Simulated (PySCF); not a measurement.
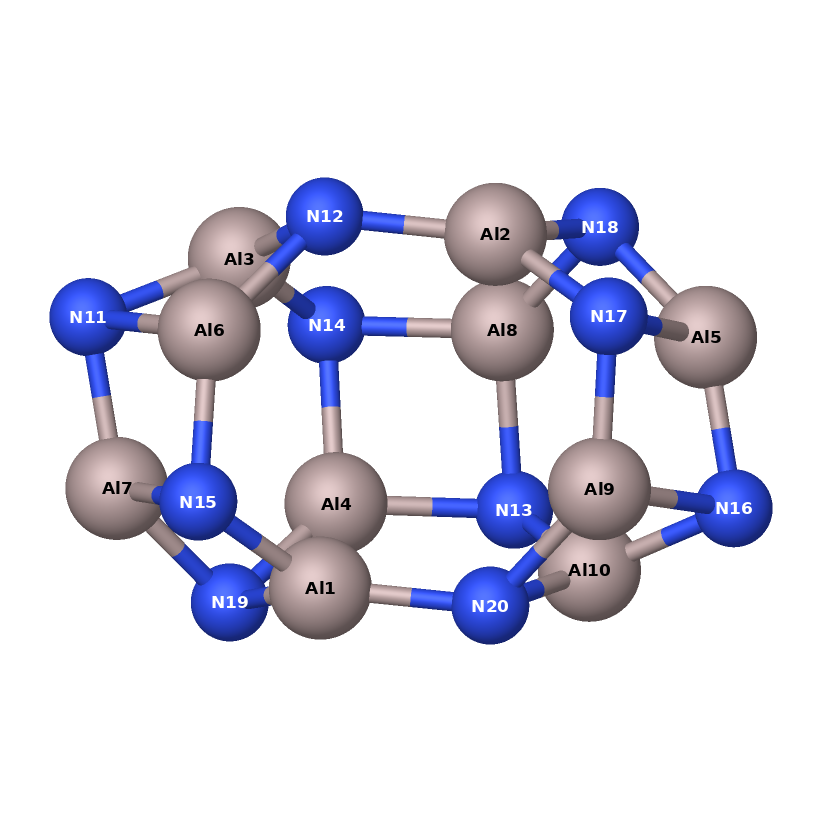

Every bond is drawn as one stick. The computed structure is the end point of a GFN2-xTB optimisation. No frequency run is at hand to confirm it as a minimum. Computed with PBE0/6-31G* (PySCF 2.14.0).

List the Mayer bond orders of Al1–N20, Al1–N15, Al1–N19, Al5–N16, Al5–N17, Al5–N18, Al4–N13, Al4–N19, Al6–N11, Al6–N15, Al6–N12, Al3–N14, Al3–N11, Al3–N12 (one bond of each equivalent set).

```csv
bond,Mayer order,length (Å)
Al1–N20,1.10,1.781
Al1–N15,1.04,1.821
Al1–N19,0.82,1.933
Al5–N16,1.14,1.802
Al5–N17,0.67,2.039
Al5–N18,0.94,1.840
Al4–N13,0.92,1.862
Al4–N19,1.10,1.795
Al6–N11,0.71,2.054
Al6–N15,1.15,1.796
Al6–N12,0.98,1.829
Al3–N14,1.08,1.781
Al3–N11,1.02,1.835
Al3–N12,0.77,1.913
```

The geometry is semi-empirical. Around Al such bond lengths and angles can be off by a tenth of an ångström or more and by several degrees, and values that hang on the shape move with them.
